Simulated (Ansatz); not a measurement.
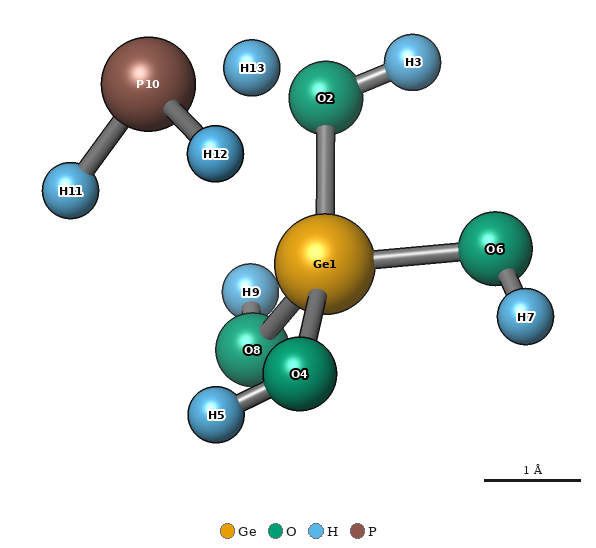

**Figure 1.** The input geometry (ball-and-stick view, seen at a tilt; atoms are numbered from 1 in the order of the input). Sticks mark near contacts. Bond lengths as drawn: Ge–O 1.79 to 1.98 Å, H–O 0.98 Å and H–P 1.43 to 1.44 Å.

Run report: GePH7O4, molecular dynamics (part 1 of 5)

GePH7O4, computed with RKS PBE/def2-SVP (Ansatz 0.2.0).

It belongs to a series of runs on one base structure; here: dynamics from the highest image of the converged band. Figures and captions count atoms from 1; the log counts them from 0 in places.

### The input
```yaml
crystal:
  periodic: [false, false, false]
  atoms:
    - { symbol: Ge, position_ang: [-0.014939, 0.115739, 0.06826] }
    - { symbol: O, position_ang: [-0.680179, 0.362572, 1.919666] }
    - { symbol: H, position_ang: [-1.490957, 0.915393, 1.85048] }
    - { symbol: O, position_ang: [0.968295, 0.448582, -1.409451] }
    - { symbol: H, position_ang: [1.76564, -0.116385, -1.40059] }
    - { symbol: O, position_ang: [-1.554601, 0.835251, -0.504478] }
    - { symbol: H, position_ang: [-1.479368, 0.981888, -1.468283] }
    - { symbol: O, position_ang: [0.202171, -1.649994, 0.24502] }
    - { symbol: H, position_ang: [-0.192337, -1.907597, 1.102039] }
    - { symbol: P, position_ang: [1.929382, 1.678842, 1.624396] }
    - { symbol: H, position_ang: [2.630801, 0.494664, 1.207738] }
    - { symbol: H, position_ang: [1.845149, 2.2504, 0.311546] }
    - { symbol: H, position_ang: [0.389644, 1.086145, 1.985058] }
basis:
  gaussian: { orbitals: def2-SVP }
hamiltonian:
  xc: pbe
md:
  timestep: 0.5
  n_steps: 200
  ensemble: nve
  temperature: 100.0
  initial_velocities: maxwell_boltzmann
  seed: 9328
```

Launch command:
```bash
ansatz run input.yaml --threads 4 --pin off --max-ram 5120MiB --backend cpu --events-out ev --progress --plain --runs-dir out
```

### The program's output
```
Engine: ansatz 0.2.0, aarch64-unknown-linux-gnu
Functional definition: PBE
  parameter kappa = 0.804
  parameter beta = 0.06672455060314922
  exchange = pbe_x(kappa = kappa, mu = beta*pi^2/3)
  correlation = pbe_c(beta = beta)
1536 factors; their error is unknown
mean field evaluation 1: about -74053.9692 eV, gradient 1.0e2 eV
mean field evaluation 2: about -73975.5897 eV, gradient 2.2e2 eV
mean field evaluation 4: about -74070.5635 eV, gradient 2.4e1 eV
mean field evaluation 8: about -74072.1165 eV, gradient 3.5e-1 eV
mean field evaluation 16: about -74072.0521 eV, gradient 9.0e-4 eV
mean field -74072.05210550 eV, -2722.0977070370 hartree, gradient 3.6e-5 eV, S^2 0.000000; 0 other end points of the search recorded, 0 dependent functions left out
the calculation of the forces begins
reference -74072.05214104 eV, -2722.0977083431 hartree; 43, 43 occupied and 98, 98 virtual orbitals, 1536 factors
md step     0: t =     0.00 fs  T =   100.0 K  F+E_penalty+E_count = -74072.05210550 eV  E_kin = 0.142186 eV  conserved = -74071.90991950 eV  (32 SCF iters)
these checks for a lower state are left out or cut short: starts, cluster_reference, orbital_swaps, neighbouring_geometries, increment
1536 factors; their error is unknown
mean field -74072.05065117 eV, -2722.0976535911 hartree, gradient 1.9e-5 eV, S^2 0.000000; 0 other end points of the search recorded, 0 dependent functions left out
the calculation of the forces begins
reference -74072.05068671 eV, -2722.0976548972 hartree; 43, 43 occupied and 98, 98 virtual orbitals, 1536 factors
md step     1: t =     0.50 fs  T =    99.0 K  F+E_penalty+E_count = -74072.05065117 eV  E_kin = 0.140766 eV  conserved = -74071.90988520 eV  (31 SCF iters)
[... from here on the SCF iterations and repeated set-up lines of each step are left out, up to the last step ...]
md step     2: t =     1.00 fs  T =    96.2 K  F+E_penalty+E_count = -74072.04654425 eV  E_kin = 0.136747 eV  conserved = -74071.90979749 eV  (31 SCF iters)
md step     3: t =     1.50 fs  T =    92.4 K  F+E_penalty+E_count = -74072.04114174 eV  E_kin = 0.131445 eV  conserved = -74071.90969643 eV  (31 SCF iters)
md step     4: t =     2.00 fs  T =    88.9 K  F+E_penalty+E_count = -74072.03600498 eV  E_kin = 0.126375 eV  conserved = -74071.90962963 eV  (30 SCF iters)
md step     5: t =     2.50 fs  T =    86.2 K  F+E_penalty+E_count = -74072.03217059 eV  E_kin = 0.122544 eV  conserved = -74071.90962647 eV  (32 SCF iters)
md step     6: t =     3.00 fs  T =    84.4 K  F+E_penalty+E_count = -74072.02969482 eV  E_kin = 0.120012 eV  conserved = -74071.90968326 eV  (30 SCF iters)
md step     7: t =     3.50 fs  T =    82.9 K  F+E_penalty+E_count = -74072.02770607 eV  E_kin = 0.117939 eV  conserved = -74071.90976667 eV  (31 SCF iters)
md step     8: t =     4.00 fs  T =    80.9 K  F+E_penalty+E_count = -74072.02491671 eV  E_kin = 0.115084 eV  conserved = -74071.90983230 eV  (31 SCF iters)
md step     9: t =     4.50 fs  T =    77.7 K  F+E_penalty+E_count = -74072.02030675 eV  E_kin = 0.110459 eV  conserved = -74071.90984744 eV  (31 SCF iters)
md step    10: t =     5.00 fs  T =    73.0 K  F+E_penalty+E_count = -74072.01363609 eV  E_kin = 0.103832 eV  conserved = -74071.90980402 eV  (31 SCF iters)
md step    11: t =     5.50 fs  T =    67.4 K  F+E_penalty+E_count = -74072.00557202 eV  E_kin = 0.095852 eV  conserved = -74071.90972043 eV  (31 SCF iters)
md step    12: t =     6.00 fs  T =    61.7 K  F+E_penalty+E_count = -74071.99740589 eV  E_kin = 0.087773 eV  conserved = -74071.90963265 eV  (31 SCF iters)
md step    13: t =     6.50 fs  T =    56.9 K  F+E_penalty+E_count = -74071.99049811 eV  E_kin = 0.080920 eV  conserved = -74071.90957808 eV  (31 SCF iters)
md step    14: t =     7.00 fs  T =    53.5 K  F+E_penalty+E_count = -74071.98569326 eV  E_kin = 0.076113 eV  conserved = -74071.90958017 eV  (31 SCF iters)
md step    15: t =     7.50 fs  T =    51.6 K  F+E_penalty+E_count = -74071.98295645 eV  E_kin = 0.073319 eV  conserved = -74071.90963737 eV  (32 SCF iters)
md step    16: t =     8.00 fs  T =    50.4 K  F+E_penalty+E_count = -74071.98140190 eV  E_kin = 0.071680 eV  conserved = -74071.90972237 eV  (31 SCF iters)
md step    17: t =     8.50 fs  T =    49.2 K  F+E_penalty+E_count = -74071.97971976 eV  E_kin = 0.069926 eV  conserved = -74071.90979355 eV  (31 SCF iters)
md step    18: t =     9.00 fs  T =    47.1 K  F+E_penalty+E_count = -74071.97682204 eV  E_kin = 0.067008 eV  conserved = -74071.90981396 eV  (31 SCF iters)
md step    19: t =     9.50 fs  T =    44.1 K  F+E_penalty+E_count = -74071.97241200 eV  E_kin = 0.062642 eV  conserved = -74071.90976977 eV  (31 SCF iters)
md step    20: t =    10.00 fs  T =    40.4 K  F+E_penalty+E_count = -74071.96719148 eV  E_kin = 0.057512 eV  conserved = -74071.90967921 eV  (32 SCF iters)
md step    21: t =    10.50 fs  T =    37.3 K  F+E_penalty+E_count = -74071.96257289 eV  E_kin = 0.052987 eV  conserved = -74071.90958564 eV  (31 SCF iters)
md step    22: t =    11.00 fs  T =    35.5 K  F+E_penalty+E_count = -74071.96000828 eV  E_kin = 0.050472 eV  conserved = -74071.90953595 eV  (25 SCF iters)
md step    23: t =    11.50 fs  T =    35.7 K  F+E_penalty+E_count = -74071.96026912 eV  E_kin = 0.050714 eV  conserved = -74071.90955498 eV  (25 SCF iters)
md step    24: t =    12.00 fs  T =    37.6 K  F+E_penalty+E_count = -74071.96306213 eV  E_kin = 0.053430 eV  conserved = -74071.90963262 eV  (25 SCF iters)
md step    25: t =    12.50 fs  T =    40.4 K  F+E_penalty+E_count = -74071.96718188 eV  E_kin = 0.057451 eV  conserved = -74071.90973088 eV  (31 SCF iters)
md step    26: t =    13.00 fs  T =    43.1 K  F+E_penalty+E_count = -74071.97109815 eV  E_kin = 0.061294 eV  conserved = -74071.90980428 eV  (31 SCF iters)
md step    27: t =    13.50 fs  T =    44.9 K  F+E_penalty+E_count = -74071.97366073 eV  E_kin = 0.063839 eV  conserved = -74071.90982188 eV  (31 SCF iters)
md step    28: t =    14.00 fs  T =    45.6 K  F+E_penalty+E_count = -74071.97458584 eV  E_kin = 0.064807 eV  conserved = -74071.90977895 eV  (32 SCF iters)
md step    29: t =    14.50 fs  T =    45.6 K  F+E_penalty+E_count = -74071.97453585 eV  E_kin = 0.064839 eV  conserved = -74071.90969652 eV  (31 SCF iters)
md step    30: t =    15.00 fs  T =    45.8 K  F+E_penalty+E_count = -74071.97479352 eV  E_kin = 0.065182 eV  conserved = -74071.90961134 eV  (31 SCF iters)
md step    31: t =    15.50 fs  T =    47.2 K  F+E_penalty+E_count = -74071.97668655 eV  E_kin = 0.067126 eV  conserved = -74071.90956054 eV  (31 SCF iters)
md step    32: t =    16.00 fs  T =    50.2 K  F+E_penalty+E_count = -74071.98100725 eV  E_kin = 0.071441 eV  conserved = -74071.90956632 eV  (31 SCF iters)
md step    33: t =    16.50 fs  T =    54.9 K  F+E_penalty+E_count = -74071.98767245 eV  E_kin = 0.078048 eV  conserved = -74071.90962406 eV  (31 SCF iters)
md step    34: t =    17.00 fs  T =    60.5 K  F+E_penalty+E_count = -74071.99578420 eV  E_kin = 0.086078 eV  conserved = -74071.90970618 eV  (32 SCF iters)
md step    35: t =    17.50 fs  T =    66.3 K  F+E_penalty+E_count = -74072.00406562 eV  E_kin = 0.094293 eV  conserved = -74071.90977238 eV  (30 SCF iters)
md step    36: t =    18.00 fs  T =    71.5 K  F+E_penalty+E_count = -74072.01148845 eV  E_kin = 0.101700 eV  conserved = -74071.90978879 eV  (30 SCF iters)
md step    37: t =    18.50 fs  T =    76.0 K  F+E_penalty+E_count = -74072.01780089 eV  E_kin = 0.108057 eV  conserved = -74071.90974429 eV  (30 SCF iters)
md step    38: t =    19.00 fs  T =    80.2 K  F+E_penalty+E_count = -74072.02369834 eV  E_kin = 0.114041 eV  conserved = -74071.90965746 eV  (30 SCF iters)
md step    39: t =    19.50 fs  T =    85.1 K  F+E_penalty+E_count = -74072.03053465 eV  E_kin = 0.120965 eV  conserved = -74071.90956999 eV  (30 SCF iters)
md step    40: t =    20.00 fs  T =    91.5 K  F+E_penalty+E_count = -74072.03969010 eV  E_kin = 0.130165 eV  conserved = -74071.90952467 eV  (30 SCF iters)
md step    41: t =    20.50 fs  T =   100.1 K  F+E_penalty+E_count = -74072.05190948 eV  E_kin = 0.142364 eV  conserved = -74071.90954571 eV  (30 SCF iters)
md step    42: t =    21.00 fs  T =   110.6 K  F+E_penalty+E_count = -74072.06693284 eV  E_kin = 0.157304 eV  conserved = -74071.90962853 eV  (32 SCF iters)
md step    43: t =    21.50 fs  T =   122.3 K  F+E_penalty+E_count = -74072.08357665 eV  E_kin = 0.173832 eV  conserved = -74071.90974493 eV  (31 SCF iters)
md step    44: t =    22.00 fs  T =   133.8 K  F+E_penalty+E_count = -74072.10017104 eV  E_kin = 0.190309 eV  conserved = -74071.90986217 eV  (31 SCF iters)
md step    45: t =    22.50 fs  T =   144.3 K  F+E_penalty+E_count = -74072.11507824 eV  E_kin = 0.205118 eV  conserved = -74071.90996016 eV  (31 SCF iters)
md step    46: t =    23.00 fs  T =   152.6 K  F+E_penalty+E_count = -74072.12702606 eV  E_kin = 0.216987 eV  conserved = -74071.91003896 eV  (31 SCF iters)
md step    47: t =    23.50 fs  T =   158.3 K  F+E_penalty+E_count = -74072.13513034 eV  E_kin = 0.225015 eV  conserved = -74071.91011497 eV  (31 SCF iters)
md step    48: t =    24.00 fs  T =   160.7 K  F+E_penalty+E_count = -74072.13866186 eV  E_kin = 0.228457 eV  conserved = -74071.91020525 eV  (31 SCF iters)
md step    49: t =    24.50 fs  T =   159.3 K  F+E_penalty+E_count = -74072.13678258 eV  E_kin = 0.226472 eV  conserved = -74071.91031049 eV  (31 SCF iters)
md step    50: t =    25.00 fs  T =   153.4 K  F+E_penalty+E_count = -74072.12853531 eV  E_kin = 0.218138 eV  conserved = -74071.91039774 eV  (31 SCF iters)
md step    51: t =    25.50 fs  T =   142.7 K  F+E_penalty+E_count = -74072.11331067 eV  E_kin = 0.202906 eV  conserved = -74071.91040463 eV  (31 SCF iters)
md step    52: t =    26.00 fs  T =   127.6 K  F+E_penalty+E_count = -74072.09174006 eV  E_kin = 0.181474 eV  conserved = -74071.91026632 eV  (31 SCF iters)
md step    53: t =    26.50 fs  T =   110.2 K  F+E_penalty+E_count = -74072.06659989 eV  E_kin = 0.156639 eV  conserved = -74071.90996126 eV  (31 SCF iters)
md step    54: t =    27.00 fs  T =    93.9 K  F+E_penalty+E_count = -74072.04304815 eV  E_kin = 0.133496 eV  conserved = -74071.90955240 eV  (31 SCF iters)
md step    55: t =    27.50 fs  T =    83.3 K  F+E_penalty+E_count = -74072.02763339 eV  E_kin = 0.118453 eV  conserved = -74071.90918035 eV  (32 SCF iters)
md step    56: t =    28.00 fs  T =    82.4 K  F+E_penalty+E_count = -74072.02617805 eV  E_kin = 0.117176 eV  conserved = -74071.90900183 eV  (32 SCF iters)
md step    57: t =    28.50 fs  T =    93.1 K  F+E_penalty+E_count = -74072.04145083 eV  E_kin = 0.132348 eV  conserved = -74071.90910269 eV  (32 SCF iters)
md step    58: t =    29.00 fs  T =   114.2 K  F+E_penalty+E_count = -74072.07187923 eV  E_kin = 0.162429 eV  conserved = -74071.90945044 eV  (32 SCF iters)
md step    59: t =    29.50 fs  T =   142.1 K  F+E_penalty+E_count = -74072.11200497 eV  E_kin = 0.202088 eV  conserved = -74071.90991746 eV  (32 SCF iters)
md step    60: t =    30.00 fs  T =   171.6 K  F+E_penalty+E_count = -74072.15437017 eV  E_kin = 0.244018 eV  conserved = -74071.91035212 eV  (31 SCF iters)
md step    61: t =    30.50 fs  T =   197.8 K  F+E_penalty+E_count = -74072.19182929 eV  E_kin = 0.281186 eV  conserved = -74071.91064290 eV  (31 SCF iters)
md step    62: t =    31.00 fs  T =   217.0 K  F+E_penalty+E_count = -74072.21932987 eV  E_kin = 0.308586 eV  conserved = -74071.91074341 eV  (31 SCF iters)
md step    63: t =    31.50 fs  T =   227.9 K  F+E_penalty+E_count = -74072.23472405 eV  E_kin = 0.324057 eV  conserved = -74071.91066692 eV  (32 SCF iters)
md step    64: t =    32.00 fs  T =   230.8 K  F+E_penalty+E_count = -74072.23866243 eV  E_kin = 0.328198 eV  conserved = -74071.91046452 eV  (31 SCF iters)
md step    65: t =    32.50 fs  T =   227.6 K  F+E_penalty+E_count = -74072.23386684 eV  E_kin = 0.323663 eV  conserved = -74071.91020355 eV  (31 SCF iters)
md step    66: t =    33.00 fs  T =   220.9 K  F+E_penalty+E_count = -74072.22410471 eV  E_kin = 0.314156 eV  conserved = -74071.90994878 eV  (31 SCF iters)
md step    67: t =    33.50 fs  T =   213.4 K  F+E_penalty+E_count = -74072.21315149 eV  E_kin = 0.303399 eV  conserved = -74071.90975277 eV  (31 SCF iters)
md step    68: t =    34.00 fs  T =   207.0 K  F+E_penalty+E_count = -74072.20396260 eV  E_kin = 0.294322 eV  conserved = -74071.90964067 eV  (31 SCF iters)
md step    69: t =    34.50 fs  T =   203.0 K  F+E_penalty+E_count = -74072.19824977 eV  E_kin = 0.288642 eV  conserved = -74071.90960728 eV  (31 SCF iters)
md step    70: t =    35.00 fs  T =   201.8 K  F+E_penalty+E_count = -74072.19653360 eV  E_kin = 0.286912 eV  conserved = -74071.90962172 eV  (32 SCF iters)
md step    71: t =    35.50 fs  T =   203.2 K  F+E_penalty+E_count = -74072.19860630 eV  E_kin = 0.288965 eV  conserved = -74071.90964111 eV  (32 SCF iters)
md step    72: t =    36.00 fs  T =   207.2 K  F+E_penalty+E_count = -74072.20418939 eV  E_kin = 0.294561 eV  conserved = -74071.90962879 eV  (31 SCF iters)
md step    73: t =    36.50 fs  T =   213.7 K  F+E_penalty+E_count = -74072.21349277 eV  E_kin = 0.303921 eV  conserved = -74071.90957199 eV  (31 SCF iters)
md step    74: t =    37.00 fs  T =   223.6 K  F+E_penalty+E_count = -74072.22740740 eV  E_kin = 0.317917 eV  conserved = -74071.90949027 eV  (31 SCF iters)
md step    75: t =    37.50 fs  T =   237.6 K  F+E_penalty+E_count = -74072.24720516 eV  E_kin = 0.337776 eV  conserved = -74071.90942929 eV  (31 SCF iters)
md step    76: t =    38.00 fs  T =   256.3 K  F+E_penalty+E_count = -74072.27383839 eV  E_kin = 0.364396 eV  conserved = -74071.90944229 eV  (31 SCF iters)
md step    77: t =    38.50 fs  T =   279.6 K  F+E_penalty+E_count = -74072.30713195 eV  E_kin = 0.397565 eV  conserved = -74071.90956654 eV  (31 SCF iters)
md step    78: t =    39.00 fs  T =   306.2 K  F+E_penalty+E_count = -74072.34523153 eV  E_kin = 0.435425 eV  conserved = -74071.90980702 eV  (31 SCF iters)
md step    79: t =    39.50 fs  T =   333.7 K  F+E_penalty+E_count = -74072.38455424 eV  E_kin = 0.474418 eV  conserved = -74071.91013647 eV  (30 SCF iters)
md step    80: t =    40.00 fs  T =   358.5 K  F+E_penalty+E_count = -74072.42025207 eV  E_kin = 0.509750 eV  conserved = -74071.91050245 eV  (30 SCF iters)
md step    81: t =    40.50 fs  T =   377.1 K  F+E_penalty+E_count = -74072.44705198 eV  E_kin = 0.536211 eV  conserved = -74071.91084109 eV  (29 SCF iters)
md step    82: t =    41.00 fs  T =   386.3 K  F+E_penalty+E_count = -74072.46030152 eV  E_kin = 0.549225 eV  conserved = -74071.91107673 eV  (29 SCF iters)
md step    83: t =    41.50 fs  T =   384.0 K  F+E_penalty+E_count = -74072.45715027 eV  E_kin = 0.546023 eV  conserved = -74071.91112746 eV  (30 SCF iters)
md step    84: t =    42.00 fs  T =   370.5 K  F+E_penalty+E_count = -74072.43776733 eV  E_kin = 0.526845 eV  conserved = -74071.91092185 eV  (30 SCF iters)
md step    85: t =    42.50 fs  T =   348.7 K  F+E_penalty+E_count = -74072.40630862 eV  E_kin = 0.495867 eV  conserved = -74071.91044143 eV  (31 SCF iters)
md step    86: t =    43.00 fs  T =   324.4 K  F+E_penalty+E_count = -74072.37101075 eV  E_kin = 0.461235 eV  conserved = -74071.90977610 eV  (30 SCF iters)
md step    87: t =    43.50 fs  T =   304.9 K  F+E_penalty+E_count = -74072.34265588 eV  E_kin = 0.433517 eV  conserved = -74071.90913907 eV  (30 SCF iters)
md step    88: t =    44.00 fs  T =   297.1 K  F+E_penalty+E_count = -74072.33125528 eV  E_kin = 0.422458 eV  conserved = -74071.90879769 eV  (29 SCF iters)
md step    89: t =    44.50 fs  T =   304.7 K  F+E_penalty+E_count = -74072.34209782 eV  E_kin = 0.433183 eV  conserved = -74071.90891436 eV  (30 SCF iters)
md step    90: t =    45.00 fs  T =   326.3 K  F+E_penalty+E_count = -74072.37339672 eV  E_kin = 0.463964 eV  conserved = -74071.90943251 eV  (31 SCF iters)
md step    91: t =    45.50 fs  T =   356.6 K  F+E_penalty+E_count = -74072.41714734 eV  E_kin = 0.507037 eV  conserved = -74071.91011082 eV  (31 SCF iters)
md step    92: t =    46.00 fs  T =   388.2 K  F+E_penalty+E_count = -74072.46269120 eV  E_kin = 0.552011 eV  conserved = -74071.91068058 eV  (30 SCF iters)
md step    93: t =    46.50 fs  T =   414.8 K  F+E_penalty+E_count = -74072.50072750 eV  E_kin = 0.589734 eV  conserved = -74071.91099311 eV  (30 SCF iters)
md step    94: t =    47.00 fs  T =   432.3 K  F+E_penalty+E_count = -74072.52566809 eV  E_kin = 0.614621 eV  conserved = -74071.91104668 eV  (30 SCF iters)
md step    95: t =    47.50 fs  T =   439.5 K  F+E_penalty+E_count = -74072.53584138 eV  E_kin = 0.624918 eV  conserved = -74071.91092363 eV  (30 SCF iters)
md step    96: t =    48.00 fs  T =   437.2 K  F+E_penalty+E_count = -74072.53240439 eV  E_kin = 0.621693 eV  conserved = -74071.91071108 eV  (30 SCF iters)
md step    97: t =    48.50 fs  T =   427.3 K  F+E_penalty+E_count = -74072.51809386 eV  E_kin = 0.607631 eV  conserved = -74071.91046283 eV  (30 SCF iters)
md step    98: t =    49.00 fs  T =   412.3 K  F+E_penalty+E_count = -74072.49641556 eV  E_kin = 0.586217 eV  conserved = -74071.91019840 eV  (31 SCF iters)
md step    99: t =    49.50 fs  T =   394.8 K  F+E_penalty+E_count = -74072.47129597 eV  E_kin = 0.561369 eV  conserved = -74071.90992660 eV  (31 SCF iters)
md step   100: t =    50.00 fs  T =   377.9 K  F+E_penalty+E_count = -74072.44691136 eV  E_kin = 0.537252 eV  conserved = -74071.90965934 eV  (31 SCF iters)
md step   101: t =    50.50 fs  T =   364.3 K  F+E_penalty+E_count = -74072.42744384 eV  E_kin = 0.518022 eV  conserved = -74071.90942167 eV  (31 SCF iters)
md step   102: t =    51.00 fs  T =   356.9 K  F+E_penalty+E_count = -74072.41664367 eV  E_kin = 0.507396 eV  conserved = -74071.90924782 eV  (32 SCF iters)
md step   103: t =    51.50 fs  T =   357.3 K  F+E_penalty+E_count = -74072.41726343 eV  E_kin = 0.508094 eV  conserved = -74071.90916951 eV  (32 SCF iters)
md step   104: t =    52.00 fs  T =   366.7 K  F+E_penalty+E_count = -74072.43054241 eV  E_kin = 0.521339 eV  conserved = -74071.90920376 eV  (30 SCF iters)
md step   105: t =    52.50 fs  T =   384.4 K  F+E_penalty+E_count = -74072.45593533 eV  E_kin = 0.546590 eV  conserved = -74071.90934575 eV  (32 SCF iters)
md step   106: t =    53.00 fs  T =   409.1 K  F+E_penalty+E_count = -74072.49119351 eV  E_kin = 0.581622 eV  conserved = -74071.90957141 eV  (32 SCF iters)
md step   107: t =    53.50 fs  T =   438.1 K  F+E_penalty+E_count = -74072.53275667 eV  E_kin = 0.622908 eV  conserved = -74071.90984849 eV  (31 SCF iters)
md step   108: t =    54.00 fs  T =   468.5 K  F+E_penalty+E_count = -74072.57628745 eV  E_kin = 0.666138 eV  conserved = -74071.91014919 eV  (31 SCF iters)
md step   109: t =    54.50 fs  T =   497.0 K  F+E_penalty+E_count = -74072.61715281 eV  E_kin = 0.706697 eV  conserved = -74071.91045595 eV  (32 SCF iters)
md step   110: t =    55.00 fs  T =   520.4 K  F+E_penalty+E_count = -74072.65075396 eV  E_kin = 0.740000 eV  conserved = -74071.91075419 eV  (30 SCF iters)
```
